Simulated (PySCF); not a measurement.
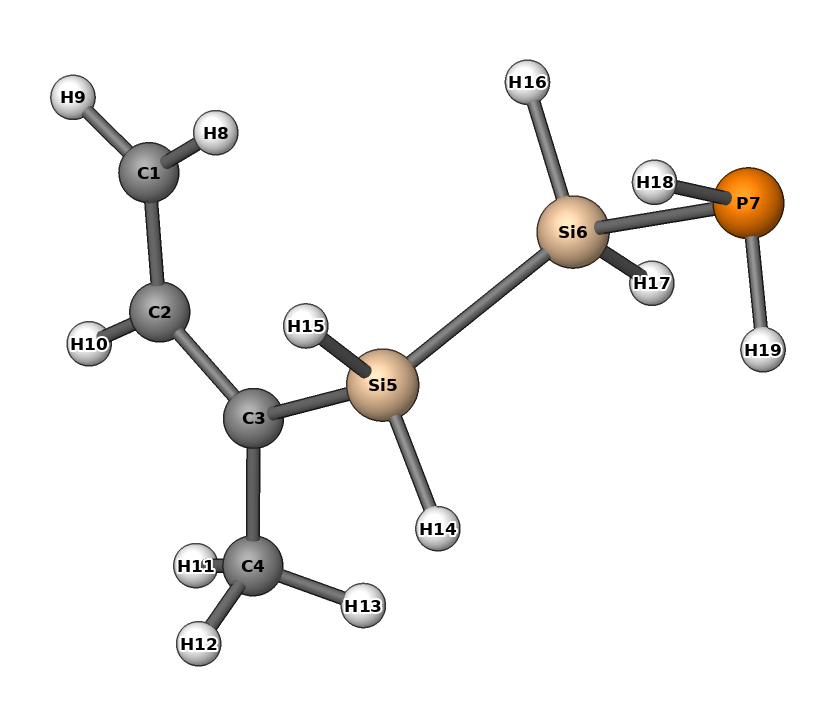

The questions are on Mulliken spin populations. State: neutral, doublet. The computed structure is the end point of a GFN2-xTB optimisation. No frequency run is at hand to confirm it as a minimum. Level of theory: UKS B3LYP, pcH-1 on C H P Si, non-relativistic (PySCF 2.14.0).

List the Mulliken spin populations.

```csv
atom,value (e)
C1,0.61
C2,−0.25
C3,0.67
C4,−0.06
Si5,−0.03
Si6,0.02
P7,0.01
H8,−0.02
H9,−0.03
H10,0.01
H11,0.00
H12,0.04
H13,0.02
H14,0.00
H15,0.02
H16,0.00
H17,0.00
H18,0.00
H19,0.00
```

Mulliken values depend strongly on the basis set. The geometry is semi-empirical. Around P, Si such bond lengths and angles can be off by a tenth of an ångström or more and by several degrees, and values that hang on the shape move with them.
